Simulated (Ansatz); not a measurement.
One crystal and one scan (scan of one atom of the cell) at two levels, PBE-D3(BJ) (plane waves to 420 eV, PAW, scalar-relativistic; Ansatz, a first-principles code) and r2SCAN+rVV10 (plane waves to 500 eV, PAW, scalar-relativistic; Ansatz), each from its own relaxed cell and on its own mesh. The cell shown is that of PBE-D3(BJ).

Bi2Te3 (Bi2Te3 type, space group R-3m)

```
Bi2Te3
1.0
    2.19374     1.26655    10.09654
   -2.19374     1.26655    10.09654
    0.00000    -2.53311    10.09654
Bi Te
2 3
Direct
  0.40015   0.40015   0.40015
  0.59985   0.59985   0.59985
  0.00000   0.00000   0.00000
  0.20936   0.20936   0.20936
  0.79064   0.79064   0.79064
```

In this cell atom 3 (Te, nearest neighbour Bi at 3.242 Å; its periodic images, 4.4 Å or more away, move with it) is moved by s along Cartesian [111], unit vector (0.577, 0.577, 0.577); all other atoms and the cell stay fixed.

The energy includes the smearing's −TS. Bi2Te3 was relaxed with its symmetry unable to fall. Spin-orbit coupling is left out, though Bi and Te are heavy. The PAW data are Ansatz's earlier set. Percentages come from the unrounded values.

| quantity | PBE-D3(BJ) | r2SCAN+rVV10 | PBE-D3(BJ) − r2SCAN+rVV10 |
|---|---|---|---|
| Lattice constant a (Å) | 4.387 | 4.396 | -0.009 (-0.2 %) |
| Lattice constant c (Å) | 30.29 | 31.39 | -1.10 (-3.5 %) |
| Relaxed volume (Å³/atom) | 33.66 | 35.01 | -1.35 (-3.9 %) |
| Band gap of the relaxed cell, no spin-orbit coupling (eV) | 0.27 | 0.68 | -0.41 (-61 %) |
| Force constant k = d²E/ds² at s = 0 (finite differences) (eV/Å²) | 3.40 | 3.56 | -0.16 (-4.7 %) |

PBE-D3(BJ) gives the lower value for: lattice constant c; relaxed volume; band gap of the relaxed cell, no spin-orbit coupling; force constant k = d²E/ds² at s = 0. They agree on: lattice constant a (within 0.2 %). Both give the same shape of the curve: a single well with its minimum at or next to zero displacement.

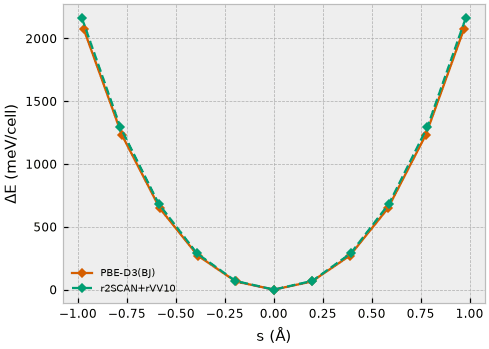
*ΔE, each from the undisplaced structure of its own level.*

(For displaced atoms, the force is minus the slope of the energy, and its curvature is a force constant, which sets phonon frequencies.)
